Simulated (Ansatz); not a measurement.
# GeH2F− (SMILES [F][GeH2-]): levels of theory compared

We compute a comparison of 6 runs (UHF/STO-3G, UB3LYP/STO-3G, r2SCAN/STO-3G, CCSD/STO-3G, CCSD(T)/STO-3G, UCCSD(T)/STO-3G) of GeH2F−. 

The calculation is run with Ansatz 0.2.0.

5 further runs of the same task are left out: 5 that didn't finish.

## 1. The structure to begin with

GeH2F− has 4 atoms, charge -1, and is taken as a singlet. As SMILES, `[F][GeH2-]`. The Ge2–F1 distance was set to 2.428 Å, away from the relaxed value.

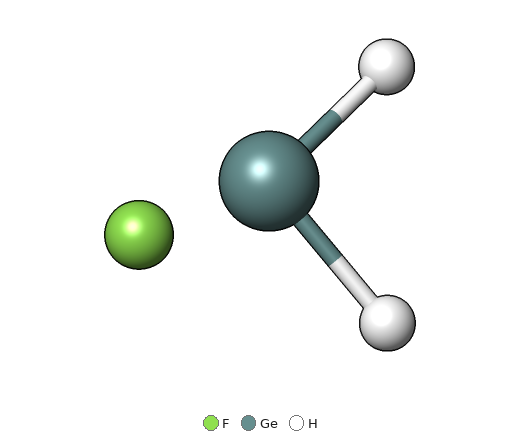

The structure, seen from a chosen angle (fluorine green, germanium teal, hydrogen white).

## 2. A single-point energy at UHF/STO-3G (run 1)

in.yaml reads:

```yaml
crystal:
  periodic: [false, false, false]
  atoms:
    - {symbol: F, position_ang: [-0.033344, -0.623742, 2.086450]}
    - {symbol: Ge, position_ang: [0.551710, -0.433670, -0.262640]}
    - {symbol: H, position_ang: [-1.254550, -0.490040, -0.992470]}
    - {symbol: H, position_ang: [0.619180, 1.509430, -0.361540]}
basis:
  gaussian:
    orbitals: STO-3G
total_charge: -1
magnetization:
  spin_polarized: true
hamiltonian:
  xc: hf
accuracy: high
```

Started as:

```console
$ ansatz run in.yaml --threads 1 --pin off --max-ram 2610MiB --events-out events.jsonl --progress --plain --runs-dir runs
```

The log of the run:

```text
Warning: RAYON_NUM_THREADS=1 ignored (pool sized by the plan → 1); use --threads N
Functional definition: HF
  name "HF"
  exchange = exact_x
  correlation = 0
332 factors; integrals over basis functions are off by at most 2.3e-8 eV
mean field evaluation 1: about -58518.0968 eV, gradient 9.9e0 eV
mean field evaluation 2: about -58518.1246 eV, gradient 9.8e0 eV
mean field evaluation 4: about -58519.7334 eV, gradient 7.2e-1 eV
mean field evaluation 8: about -58519.7428 eV, gradient 8.6e-6 eV
mean field evaluation 16: about -58519.7428 eV, gradient 9.7e-5 eV
mean field evaluation 32: about -58520.5987 eV, gradient 4.4e-4 eV
mean field evaluation 64: about -58518.6947 eV, gradient 2.9e0 eV
mean field -58520.59872973 eV, -2150.5923366311 hartree, gradient 2.8e-8 eV, S^2 0.692694; 3 other end points of the search recorded, 0 dependent functions left out
reference -58520.59872973 eV, -2150.5923366311 hartree; 22, 22 occupied and 3, 3 virtual orbitals, 332 factors
Total energy: -58520.59872973 eV, -2150.5923366311 hartree
```

It took 0.44 s on 1 thread of Arm Neoverse V1, shared host.

## 3. The energy at UB3LYP/STO-3G (run 2)

Changes to in.yaml since step 2:

```diff
@@ -10,3 +10,2 @@
     orbitals: STO-3G
-total_charge: -1
 magnetization:
@@ -14,3 +13,4 @@
 hamiltonian:
-  xc: hf
+  xc: {name: B3LYP}
 accuracy: high
+total_charge: -1
```

Started as:

```console
$ ansatz run in.yaml --threads 1 --pin off --max-ram 2610MiB --events-out events.jsonl --progress --plain --runs-dir runs
```

The log of the run:

```text
Warning: RAYON_NUM_THREADS=1 ignored (pool sized by the plan → 1); use --threads N
Functional definition: B3LYP
  name "B3LYP"
  parameter a0 = 0.2
  parameter ax = 0.72
  parameter ac = 0.81
  exchange = (1 - a0 - ax)*slater_x + ax*b88_x + a0*exact_x
  correlation = (1 - ac)*vwn_rpa_c + ac*lyp_c
332 factors; integrals over basis functions are off by at most 2.3e-8 eV
mean field evaluation 1: about -58558.7018 eV, gradient 3.0e1 eV
mean field evaluation 2: about -58559.1141 eV, gradient 1.7e1 eV
mean field evaluation 4: about -58564.2700 eV, gradient 1.7e1 eV
mean field evaluation 8: about -58566.9442 eV, gradient 5.5e-2 eV
mean field evaluation 16: about -58566.8993 eV, gradient 3.4e-5 eV
mean field evaluation 32: about -58566.1466 eV, gradient 4.5e0 eV
mean field -58566.89925164 eV, -2152.2938494275 hartree, gradient 6.0e-8 eV, S^2 0.000000; 3 other end points of the search recorded, 0 dependent functions left out
reference -58566.89927679 eV, -2152.2938503520 hartree; 22, 22 occupied and 3, 3 virtual orbitals, 332 factors
Total energy: -58566.89927679 eV, -2152.2938503520 hartree
```

Run time: 2.4 s. Hardware: 1 thread of Arm Neoverse V1, shared host; peak memory 0.12 GiB.

Runs 3 to 5 aren't shown in full; the table further down has their settings and results.

## 4. A single-point energy at UCCSD(T)/STO-3G (run 6)

input.yaml reads:

```yaml
basis:
  gaussian: {orbitals: STO-3G}
crystal:
  periodic: [false, false, false]
  atoms:
    - {symbol: F, position_ang: [-0.033344, -0.623742, 2.086450]}
    - {symbol: Ge, position_ang: [0.551710, -0.433670, -0.262640]}
    - {symbol: H, position_ang: [-1.254550, -0.490040, -0.992470]}
    - {symbol: H, position_ang: [0.619180, 1.509430, -0.361540]}
total_charge: -1
magnetization: {spin_polarized: true, initial_magnetization: 0}
correlation: {method: ccsd_t, frozen_orbitals: {F: 1, Ge: 9, H: 0}}
accuracy: high
scf: {omitted_lower_state_checks: [cluster_reference, increment]}
```

Started as:

```console
$ ansatz run input.yaml --threads 1 --pin off --max-ram 2610MiB --events-out events.jsonl --progress --plain --runs-dir runs
```

The log of the run:

```text
Warning: RAYON_NUM_THREADS=1 ignored (pool sized by the plan → 1); use --threads N
Functional definition: HF
  name "HF"
  exchange = exact_x
  correlation = 0
these checks for a lower state are left out or cut short: cluster_reference, increment
332 factors; integrals over basis functions are off by at most 2.3e-8 eV
mean field evaluation 1: about -58518.0968 eV, gradient 9.9e0 eV
mean field evaluation 2: about -58518.1246 eV, gradient 9.8e0 eV
mean field evaluation 4: about -58519.7334 eV, gradient 7.2e-1 eV
mean field evaluation 8: about -58519.7428 eV, gradient 8.6e-6 eV
mean field evaluation 16: about -58519.7428 eV, gradient 9.7e-5 eV
mean field evaluation 32: about -58520.5987 eV, gradient 4.4e-4 eV
mean field -58520.59872973 eV, -2150.5923366311 hartree, gradient 2.8e-8 eV, S^2 0.692694; 4 other end points of the search recorded, 0 dependent functions left out
10 core orbitals not correlated: weight in the atoms' cores, before any rotation towards them, 1.000 or more for the frozen orbitals, at most 0.000 for the correlated occupied ones
reference -58520.59872973 eV, -2150.5923366311 hartree; 12, 12 occupied and 3, 3 virtual orbitals, 332 factors
second order -1.12408975 eV of doubles, -0.00000000 eV of singles
cycle   1  -1.53672045 eV  change   -4.1e-1 eV  update   8.0e-2
cycle   2  -1.89401085 eV  change   -3.6e-1 eV  update   5.2e-2
cycle   3  -2.02436434 eV  change   -1.3e-1 eV  update   3.8e-2
cycle   4  -2.23150057 eV  change   -2.1e-1 eV  update   3.1e-2
cycle   5  -2.44200980 eV  change   -2.1e-1 eV  update   2.3e-2
cycle   6  -2.51714132 eV  change   -7.5e-2 eV  update   1.4e-2
cycle   7  -2.56257155 eV  change   -4.5e-2 eV  update   6.4e-3
cycle   8  -2.58119909 eV  change   -1.9e-2 eV  update   3.4e-3
cycle   9  -2.57638042 eV  change    4.8e-3 eV  update   1.6e-3
cycle  10  -2.58142140 eV  change   -5.0e-3 eV  update   9.7e-4
cycle  11  -2.58098739 eV  change    4.3e-4 eV  update   5.7e-4
cycle  12  -2.58190813 eV  change   -9.2e-4 eV  update   3.8e-4
cycle  13  -2.58169295 eV  change    2.2e-4 eV  update   2.3e-4
cycle  14  -2.58164461 eV  change    4.8e-5 eV  update   1.5e-4
cycle  15  -2.58159975 eV  change    4.5e-5 eV  update   8.2e-5
cycle  16  -2.58168610 eV  change   -8.6e-5 eV  update   4.1e-5
cycle  17  -2.58171120 eV  change   -2.5e-5 eV  update   2.3e-5
cycle  18  -2.58170333 eV  change    7.9e-6 eV  update   1.6e-5
cycle  19  -2.58167573 eV  change    2.8e-5 eV  update   1.1e-5
cycle  20  -2.58166267 eV  change    1.3e-5 eV  update   6.8e-6
cycle  21  -2.58165973 eV  change    2.9e-6 eV  update   4.5e-6
cycle  22  -2.58166093 eV  change   -1.2e-6 eV  update   2.7e-6
cycle  23  -2.58165959 eV  change    1.3e-6 eV  update   1.5e-6
cycle  24  -2.58165843 eV  change    1.2e-6 eV  update   9.2e-7
cycle  25  -2.58165745 eV  change    9.8e-7 eV  update   6.3e-7
cycle  26  -2.58165687 eV  change    5.8e-7 eV  update   4.6e-7
cycle  27  -2.58165669 eV  change    1.8e-7 eV  update   3.2e-7
cycle  28  -2.58165652 eV  change    1.7e-7 eV  update   2.2e-7
cycle  29  -2.58165630 eV  change    2.2e-7 eV  update   1.4e-7
cycle  30  -2.58165618 eV  change    1.2e-7 eV  update   9.0e-8
cycle  31  -2.58165614 eV  change    3.5e-8 eV  update   5.4e-8
cycle  32  -2.58165515 eV  change    9.9e-7 eV  update   3.2e-7
cycle  33  -2.58165437 eV  change    7.9e-7 eV  update   2.4e-7
cycle  34  -2.58165367 eV  change    7.0e-7 eV  update   2.1e-7
cycle  35  -2.58165272 eV  change    9.5e-7 eV  update   1.8e-7
cycle  36  -2.58165182 eV  change    9.1e-7 eV  update   1.3e-7
cycle  37  -2.58165143 eV  change    3.8e-7 eV  update   7.1e-8
cycle  38  -2.58165128 eV  change    1.5e-7 eV  update   4.6e-8
cycle  39  -2.58165124 eV  change    3.8e-8 eV  update   2.9e-8
cycle  40  -2.58165125 eV  change   -1.2e-8 eV  update   1.7e-8
cycle  41  -2.58165124 eV  change    1.2e-8 eV  update   9.5e-9
cycle  42  -2.58165123 eV  change    1.1e-8 eV  update   5.3e-9
cycle  43  -2.58165122 eV  change    6.8e-9 eV  update   2.8e-9
cycle  44  -2.58165122 eV  change    2.4e-9 eV  update   1.4e-9
perturbative correction -0.02519866 eV, -0.0009260338 hartree
Total energy: -58523.20557962 eV, -2150.6881365974 hartree
Checks for a lower state left out: cluster_reference, increment
```

It took 0.81 s on 1 thread of Arm Neoverse V1, shared host.

## 5. Overview of the runs

```tsv
run	level	frozen core orbitals	energy (Eh)	wall time
1	UHF/STO-3G	–	-2150.592337	0.44 s
2	UB3LYP/STO-3G	–	-2152.293850	2.4 s
3	r2SCAN/STO-3G	–	-2152.358825	3.3 s
4	CCSD/STO-3G	10	-2150.687897	0.28 s
5	CCSD(T)/STO-3G	10	-2150.689168	0.28 s
6	UCCSD(T)/STO-3G	10	-2150.688137	0.81 s
```

## 6. Outcome

| quantity | value |
| --- | --- |
| run 6: total energy | -2150.68814 Eh |
| run 6: correlation energy (10 core orbitals frozen) | -95.8 mEh |
| run 6: (T) correction | -0.93 mEh |
| run 6: ⟨S²⟩ of the reference determinant | 0.693 |
| run 6: T1 diagnostic | 0.063 |

**Reading.** Below the UHF energy at the same shape and in the same basis (STO-3G): CCSD -95.6 mEh; CCSD(T) -96.8 mEh; UCCSD(T) -95.8 mEh. Some of these start from another determinant than that one, so these aren't their correlation energies. Totals of different functionals can't be ranked against each other. In runs 4, 5 the log says that unrestricted orbitals would lower the reference, so the values rest on an unstable closed-shell determinant (other closed-shell runs at this shape may share the fault). In runs 1, 2, 3, 4, 5, 6 the basis is minimal, so the values are rough. Spin contamination of the reference: run 1 ⟨S²⟩ = 0.69, run 6 ⟨S²⟩ = 0.69. Where it is this large, the reference is a mixture of spin states, and values that rest on it are in doubt. All runs together took 7.5 s, the longest 3.3 s.
